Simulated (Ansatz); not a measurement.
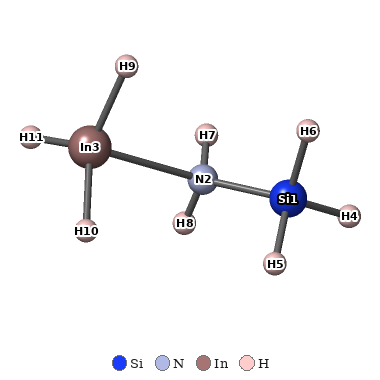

The system is H₈InNSi (SMILES [SiH3][NH2+][InH3-]) with the probe Ag+; the picture shows it without the atoms that are moved over the map. The probe is moved over the plane through the molecule's long axis and the normal of its main plane. Coordinates scanned: (1) x of the probe's Ag atom; (2) z of the probe's Ag atom. Nothing is relaxed (molecule and probe rigid). The grid has 15 × 11 points. At 37 points there is no value (left out of the scan, as a rule where atoms come close). Points are written as (first, second). Energies are in kcal/mol, from the lowest grid point. Energies and slopes of some neighbouring points disagree (a jump in structure or state, or too coarse a mesh). The calculation used RHF/def2-SVP (Ansatz 0.2.0).

Range: x of the probe's Ag atom from −6.3 to 6.3 Å; z of the probe's Ag atom from −4.5 to 4.5 Å.

### Predict the map.

The lowest grid point is at (−2.7 Å, 2.7 Å) [nearest 1 H at 1.86 Å]. The highest grid point, (0.0 Å, 1.8 Å) [nearest 1 H at 1.66 Å], lies 87.5 kcal/mol above the lowest.

```tsv
z of the probe's Ag atom ↓, x of the probe's Ag atom →	−6.3	−5.4	−4.5	−3.6	−2.7	−1.8	−0.9	0.0	0.9	1.8	2.7	3.6	4.5	5.4	6.3
4.5	19.9	18.7	17.1	15.2	13.7	14.2	17.3	21.4	24.5	26.4	27.3	27.6	27.6	27.4	27.1
3.6	18.9	17.0	13.7	8.6	3.7	3.4	9.4	18.1	23.9	26.2	27.4	27.9	27.9	27.7	27.4
2.7	17.9	15.0	9.2	0.9	0.0	8.7	7.6	18.2	29.5	32.7	28.6	27.1	27.4	27.7	27.6
1.8	17.1	13.2	6.7	16.2	–	–	–	87.5	–	–	75.4	31.5	25.0	26.7	27.4
0.9	16.6	12.1	11.8	–	–	–	–	–	–	–	–	–	27.3	24.9	27.1
0.0	16.4	11.8	18.9	–	–	–	–	–	–	–	–	–	38.6	24.0	26.8
−0.9	16.6	12.2	11.9	–	–	–	–	–	–	–	–	–	27.3	24.9	27.1
−1.8	17.2	13.3	6.7	16.2	–	–	–	87.5	–	–	75.3	31.6	24.9	26.7	27.4
−2.7	17.9	15.0	9.1	0.6	0.2	9.9	7.5	18.0	29.4	32.6	28.6	27.0	27.4	27.7	27.6
−3.6	18.9	16.9	13.6	8.3	3.2	2.9	9.0	18.0	23.9	26.3	27.4	27.9	27.9	27.7	27.4
−4.5	19.8	18.7	17.0	15.0	13.4	13.9	17.1	21.3	24.5	26.4	27.3	27.6	27.6	27.4	27.1
```

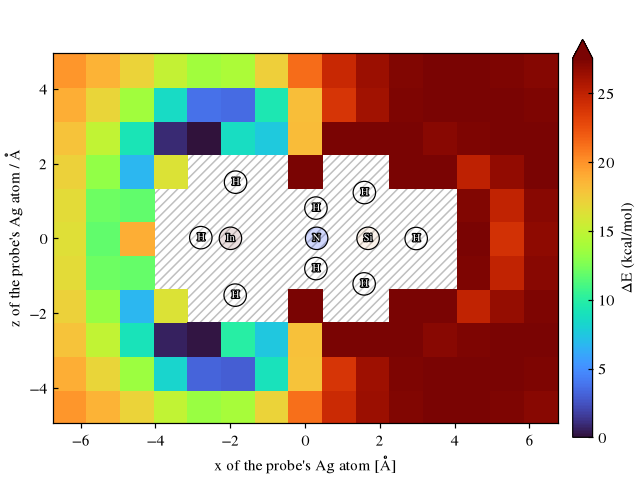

In the figure: one coloured cell a grid point, labelled circles for the molecule's atoms, projected on the plane, one colour for all values above the top of the scale, hatched blanks where no value was computed.

Time for the 128 points that were run: 10 min on 1 thread of Arm Neoverse V1 (shared host).
